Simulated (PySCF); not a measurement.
# One shape, several levels: TiOF2 (SMILES [O]=[Ti]([F])[F])

Aim: a comparison of 5 runs (HF/STO-3G, HF/def2-SVP, PBE0/def2-SVP, B3LYP/6-31G*, MP2/6-31G*) of TiOF2. 

Program for the calculation: PySCF 2.14.0.

## 1. The system as given

The species is TiOF2 (4 atoms), meant as a singlet with charge 0. As SMILES, `[O]=[Ti]([F])[F]`. Geometry: a GFN2-xTB relaxation, a rough one for these elements and not checked as a minimum.

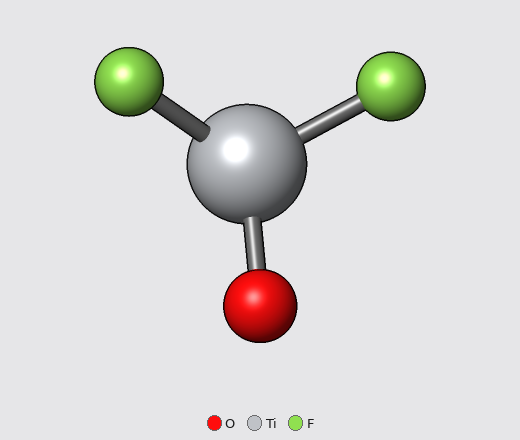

The structure, seen from a chosen angle (oxygen red, titanium light grey, fluorine green).

## 2. Energy and forces at HF/STO-3G (run 1)

job.py

```python
import pyscf.grad
from pyscf import gto

mol = gto.M(
    atom=[
    ('O', (0.126060, 0.507440, 1.465250)),
    ('Ti', (-0.303530, -0.166110, 0.083020)),
    ('F', (0.833410, -1.354510, -0.428040)),
    ('F', (-0.655940, 1.013190, -1.120230)),
],
    charge=0,
    verbose=4,
    max_memory=1860,
    basis='sto-3g',
    spin=0,
)

mf = mol.RHF()
mf.conv_tol = 1e-10
mf.kernel()
if not mf.converged:
    mf = mf.newton().run(mf.mo_coeff, mf.mo_occ)

energy = mf.e_tot
print('E = %.10f Eh' % energy)
grad = mf.Gradients().kernel()
mf.analyze()
```

Launch:

```bash
$ OMP_NUM_THREADS=1 python job.py
```

Log:

```text
PySCF version 2.14.0

[INPUT] num. atoms = 4
[INPUT] num. electrons = 48
[INPUT] charge = 0
[INPUT] spin (= nelec alpha-beta = 2S) = 0
[INPUT] symmetry False subgroup None
[INPUT] Mole.unit = angstrom
[INPUT] Symbol           X                Y                Z      unit          X                Y                Z       unit  Magmom
[INPUT]  1 O      0.126060000000   0.507440000000   1.465250000000 AA    0.238218875263   0.958922624649   2.768921204019 Bohr   0.0
[INPUT]  2 Ti    -0.303530000000  -0.166110000000   0.083020000000 AA   -0.573588570589  -0.313902406552   0.156885062861 Bohr   0.0
[INPUT]  3 F      0.833410000000  -1.354510000000  -0.428040000000 AA    1.574916649474  -2.559652932985  -0.808878370359 Bohr   0.0
[INPUT]  4 F     -0.655940000000   1.013190000000  -1.120230000000 AA   -1.239546954147   1.914651612148  -2.116927896522 Bohr   0.0

nuclear repulsion = 222.651612174616
number of shells = 17
number of NR pGTOs = 99
number of NR cGTOs = 33
basis = sto-3g
ecp = {}

[... 58 lines left out ...]
One-electron Energy =                -1974.115289448002841
[... 5 lines left out ...]
MO #1   energy= -181.617409912218  occ= 2
[... 3 lines left out ...]
MO #5   energy= -20.1414479188509  occ= 2
[... 3 lines left out ...]
MO #9   energy= -3.01052216590447  occ= 2
[... 3 lines left out ...]
MO #13  energy= -1.42621593761956  occ= 2
[... 3 lines left out ...]
MO #17  energy= -0.495284629166815 occ= 2
[... 3 lines left out ...]
MO #21  energy= -0.444837758414049 occ= 2
[... 3 lines left out ...]
MO #25  energy= 0.152471462597669  occ= 0
[... 3 lines left out ...]
MO #29  energy= 0.461354866614157  occ= 0
[... 3 lines left out ...]
MO #33  energy= 0.902266592373794  occ= 0
[... 1 line left out ...]
 ** Mulliken pop  **
pop of  0 O 1s            1.99989
pop of  0 O 2s            1.83026
pop of  0 O 2px           1.49716
pop of  0 O 2py           1.57234
pop of  0 O 2pz           1.54481
pop of  1 Ti 1s           2.00000
pop of  1 Ti 2s           1.99997
pop of  1 Ti 3s           1.99886
pop of  1 Ti 4s           0.44082
pop of  1 Ti 2px          1.99999
pop of  1 Ti 2py          1.99999
pop of  1 Ti 2pz          1.99999
pop of  1 Ti 3px          1.99778
pop of  1 Ti 3py          1.99736
pop of  1 Ti 3pz          1.99686
pop of  1 Ti 4px          0.15420
pop of  1 Ti 4py          0.13075
pop of  1 Ti 4pz          0.10892
pop of  1 Ti 3dxy         0.32674
pop of  1 Ti 3dyz         0.54087
pop of  1 Ti 3dz^2        0.50157
pop of  1 Ti 3dxz         0.48869
pop of  1 Ti 3dx2-y2      0.27666
pop of  2 F 1s            1.99994
pop of  2 F 2s            1.90427
pop of  2 F 2px           1.78618
pop of  2 F 2py           1.76521
pop of  2 F 2pz           1.84236
pop of  3 F 1s            1.99994
pop of  3 F 2s            1.90407
pop of  3 F 2px           1.79801
pop of  3 F 2py           1.80477
pop of  3 F 2pz           1.79076
 ** Mulliken atomic charges  **
charge of    0O =     -0.44447
charge of    1Ti =      1.03997
charge of    2F =     -0.29796
charge of    3F =     -0.29755
Dipole moment(X, Y, Z, Debye): -3.30719, -2.47728, -1.38229
```

Run time: 4.8 s. Hardware: 1 thread of Intel Xeon at 2.50GHz (Skylake/Cascade Lake), shared host; peak memory 0.12 GiB.

## 3. Energy and gradient at HF/def2-SVP (run 2)

start.xyz

```xyz
4

O      0.126060     0.507440     1.465250
Ti    -0.303530    -0.166110     0.083020
F      0.833410    -1.354510    -0.428040
F     -0.655940     1.013190    -1.120230
```

input.py

```python
import pyscf.grad
from pyscf import gto, scf

system = gto.Mole()
system.atom = 'start.xyz'
system.basis = 'def2-svp'
system.verbose = 4
system.max_memory = 1860
system.charge = 0
system.spin = 0
system.build()

mf = scf.RHF(system)
mf.conv_tol = 1e-10
mf.kernel()
if not mf.converged:
    mf = mf.newton().run(mf.mo_coeff, mf.mo_occ)

e_tot = mf.e_tot
print('E = %.10f Eh' % e_tot)
grad = mf.Gradients().kernel()
mf.analyze()
```

Launch:

```bash
$ OMP_NUM_THREADS=1 python input.py
```

Log:

```text
PySCF version 2.14.0

[INPUT] num. atoms = 4
[INPUT] num. electrons = 48
[INPUT] charge = 0
[INPUT] spin (= nelec alpha-beta = 2S) = 0
[INPUT] symmetry False subgroup None
[INPUT] Mole.unit = angstrom
[INPUT] Symbol           X                Y                Z      unit          X                Y                Z       unit  Magmom
[INPUT]  1 O      0.126060000000   0.507440000000   1.465250000000 AA    0.238218875263   0.958922624649   2.768921204019 Bohr   0.0
[INPUT]  2 Ti    -0.303530000000  -0.166110000000   0.083020000000 AA   -0.573588570589  -0.313902406552   0.156885062861 Bohr   0.0
[INPUT]  3 F      0.833410000000  -1.354510000000  -0.428040000000 AA    1.574916649474  -2.559652932985  -0.808878370359 Bohr   0.0
[INPUT]  4 F     -0.655940000000   1.013190000000  -1.120230000000 AA   -1.239546954147   1.914651612148  -2.116927896522 Bohr   0.0

nuclear repulsion = 222.651612174616
number of shells = 29
number of NR pGTOs = 145
number of NR cGTOs = 73
basis = def2-svp
ecp = {}

[... 63 lines left out ...]
Nuclear Repulsion Energy =             222.651612174616332
[... 8 lines left out ...]
MO #3   energy= -26.2711481083337  occ= 2
[... 6 lines left out ...]
MO #10  energy= -2.00040558608615  occ= 2
[... 6 lines left out ...]
MO #17  energy= -0.679741474864008 occ= 2
[... 6 lines left out ...]
MO #24  energy= -0.497757759239434 occ= 2
[... 6 lines left out ...]
MO #31  energy= 0.195025437228395  occ= 0
[... 6 lines left out ...]
MO #38  energy= 0.836693598294944  occ= 0
[... 6 lines left out ...]
MO #45  energy= 1.43937529714062   occ= 0
[... 6 lines left out ...]
MO #52  energy= 1.74968800458934   occ= 0
[... 6 lines left out ...]
MO #59  energy= 3.03702727566068   occ= 0
[... 6 lines left out ...]
MO #66  energy= 3.47617998031304   occ= 0
[... 6 lines left out ...]
MO #73  energy= 3.75985272254585   occ= 0
[... 41 lines left out ...]
pop of  1 Ti 4f-2         0.00224
pop of  1 Ti 4f-1         0.00295
pop of  1 Ti 4f+0         0.00320
pop of  1 Ti 4f+1         0.00249
pop of  1 Ti 4f+2         0.00254
pop of  1 Ti 4f+3         0.00117
pop of  2 F 1s            1.99999
pop of  2 F 2s            1.90497
pop of  2 F 3s            0.00381
pop of  2 F 2px           1.87955
pop of  2 F 2py           1.85827
pop of  2 F 2pz           1.90944
pop of  2 F 3px           0.00238
pop of  2 F 3py           0.00246
pop of  2 F 3pz           0.00185
pop of  2 F 3dxy          0.00073
pop of  2 F 3dyz          0.00041
pop of  2 F 3dz^2         0.00034
pop of  2 F 3dxz          0.00049
pop of  2 F 3dx2-y2       0.00081
pop of  3 F 1s            1.99999
pop of  3 F 2s            1.90482
pop of  3 F 3s            0.00381
pop of  3 F 2px           1.88543
pop of  3 F 2py           1.88813
pop of  3 F 2pz           1.87325
pop of  3 F 3px           0.00203
pop of  3 F 3py           0.00243
pop of  3 F 3pz           0.00222
pop of  3 F 3dxy          0.00047
pop of  3 F 3dyz          0.00080
pop of  3 F 3dz^2         0.00066
pop of  3 F 3dxz          0.00043
pop of  3 F 3dx2-y2       0.00043
 ** Mulliken atomic charges  **
charge of    0O =     -0.62459
charge of    1Ti =      1.75499
charge of    2F =     -0.56550
charge of    3F =     -0.56489
Dipole moment(X, Y, Z, Debye): -3.98667, -2.64161, -0.49234
```

Run time: 16 s. Hardware: 1 thread of Intel Xeon at 2.50GHz (Skylake/Cascade Lake), shared host; peak memory 0.14 GiB.

Runs 3 to 4 aren't shown in full; the table further down has their settings and results.

## 4. Energy and gradient at MP2/6-31G(d) (spherical functions) (run 5)

calc.py

```python
from pyscf import gto, scf, mp

molecule = gto.Mole()
molecule.atom = [
    ('O', (0.126060, 0.507440, 1.465250)),
    ('Ti', (-0.303530, -0.166110, 0.083020)),
    ('F', (0.833410, -1.354510, -0.428040)),
    ('F', (-0.655940, 1.013190, -1.120230)),
]
molecule.spin = 0
molecule.verbose = 4
molecule.max_memory = 1860
molecule.basis = '6-31g*'
molecule.build()

mf = scf.RHF(molecule)
mf.conv_tol = 1e-10
mf.kernel()
if not mf.converged:
    mf = mf.newton().run(mf.mo_coeff, mf.mo_occ)

pt = mp.MP2(mf, frozen=8).run()
etot = pt.e_tot
print('E(%s) = %.9f' % ('MP2', etot))
grad = pt.nuc_grad_method().kernel()
dip = mf.dip_moment()
pop, q = mf.mulliken_pop()
```

Launch:

```bash
$ OMP_NUM_THREADS=1 python calc.py
```

Log:

```text
PySCF version 2.14.0

[INPUT] num. atoms = 4
[INPUT] num. electrons = 48
[INPUT] charge = 0
[INPUT] spin (= nelec alpha-beta = 2S) = 0
[INPUT] symmetry False subgroup None
[INPUT] Mole.unit = angstrom
[INPUT] Symbol           X                Y                Z      unit          X                Y                Z       unit  Magmom
[INPUT]  1 O      0.126060000000   0.507440000000   1.465250000000 AA    0.238218875263   0.958922624649   2.768921204019 Bohr   0.0
[INPUT]  2 Ti    -0.303530000000  -0.166110000000   0.083020000000 AA   -0.573588570589  -0.313902406552   0.156885062861 Bohr   0.0
[INPUT]  3 F      0.833410000000  -1.354510000000  -0.428040000000 AA    1.574916649474  -2.559652932985  -0.808878370359 Bohr   0.0
[INPUT]  4 F     -0.655940000000   1.013190000000  -1.120230000000 AA   -1.239546954147   1.914651612148  -2.116927896522 Bohr   0.0

nuclear repulsion = 222.651612174616
number of shells = 30
number of NR pGTOs = 178
number of NR cGTOs = 76
basis = 6-31g*
ecp = {}

[... 49 lines left out ...]
converged SCF energy = -1122.21252608905
[... 16 lines left out ...]
Dipole moment(X, Y, Z, Debye): -3.94402, -2.67277, -0.69095
[... 42 lines left out ...]
pop of  1 Ti 4f-3         0.00339
pop of  1 Ti 4f-2         0.00727
pop of  1 Ti 4f-1         0.00981
pop of  1 Ti 4f+0         0.00851
pop of  1 Ti 4f+1         0.00598
pop of  1 Ti 4f+2         0.00609
pop of  1 Ti 4f+3         0.00359
pop of  2 F 1s            1.99785
pop of  2 F 2s            0.91753
pop of  2 F 3s            1.07559
pop of  2 F 2px           1.09519
pop of  2 F 2py           1.08437
pop of  2 F 2pz           1.10916
pop of  2 F 3px           0.76885
pop of  2 F 3py           0.76716
pop of  2 F 3pz           0.78689
pop of  2 F 3dxy          0.00166
pop of  2 F 3dyz          0.00128
pop of  2 F 3dz^2         0.00094
pop of  2 F 3dxz          0.00160
pop of  2 F 3dx2-y2       0.00296
pop of  3 F 1s            1.99785
pop of  3 F 2s            0.91756
pop of  3 F 3s            1.07556
pop of  3 F 2px           1.08500
pop of  3 F 2py           1.10595
pop of  3 F 2pz           1.09796
pop of  3 F 3px           0.79060
pop of  3 F 3py           0.76601
pop of  3 F 3pz           0.76575
pop of  3 F 3dxy          0.00168
pop of  3 F 3dyz          0.00189
pop of  3 F 3dz^2         0.00213
pop of  3 F 3dxz          0.00158
pop of  3 F 3dx2-y2       0.00117
 ** Mulliken atomic charges  **
charge of    0O =     -0.70306
charge of    1Ti =      1.92477
charge of    2F =     -0.61102
charge of    3F =     -0.61069
```

Wall time 34 s (1 thread of Intel Xeon at 2.50GHz (Skylake/Cascade Lake), shared host); peak memory 0.59 GiB.

## 5. Overview of the runs

| run | level | integration grid | Cartesian functions | energy (Eh) | dipole moment (D) of the reference | HOMO energy (eV) | LUMO energy (eV) | wall time |
| --- | --- | --- | --- | --- | --- | --- | --- | --- |
| 1 | HF/STO-3G | – | no | -1109.921427 | 4.36 | -8.24 | 4.15 | 4.8 s |
| 2 | HF/def2-SVP | – | no | -1121.936449 | 4.81 | -13.54 | -0.30 | 16 s |
| 3 | PBE0/def2-SVP | 5 | no | -1123.748487 | 4.04 | -9.17 | -2.97 | 51 s |
| 4 | B3LYP/6-31G* (Cartesian functions) | 5 | yes | -1124.498865 | 4.01 | -8.58 | -3.16 | 57 s |
| 5 | MP2/6-31G* (spherical functions) | – | no | -1123.098782 | 4.81 | -13.23 | -0.36 | 34 s |

## 6. Summary of results

| quantity | value |
| --- | --- |
| run 5: total energy | -1123.09878 Eh |
| run 5: dipole moment (Hartree–Fock density) | 4.81 D |
| run 5: HOMO energy (Hartree–Fock orbitals) | -13.23 eV |
| run 5: LUMO energy (Hartree–Fock orbitals) | -0.36 eV |
| run 5: HOMO–LUMO gap (Hartree–Fock orbitals) | 12.87 eV |
| run 5: correlation energy (8 core orbitals frozen) | -886.3 mEh |
| run 5: largest force on an atom | 2.165 eV/Å |

**Reading.** Over runs 1, 2, 3, 4 the dipole moment (its size) runs from 4.01 D (B3LYP/6-31G*) to 4.81 D (HF/def2-SVP). The two ends differ in method and basis. Over runs 1, 2, 3, 4 the HOMO–LUMO gap runs from 5.41 eV (B3LYP/6-31G*) to 13.24 eV (HF/def2-SVP). Totals of different functionals can't be ranked against each other. In run 1 the basis is minimal, so the values are rough. All runs together took 2.7 min, the longest 57 s.
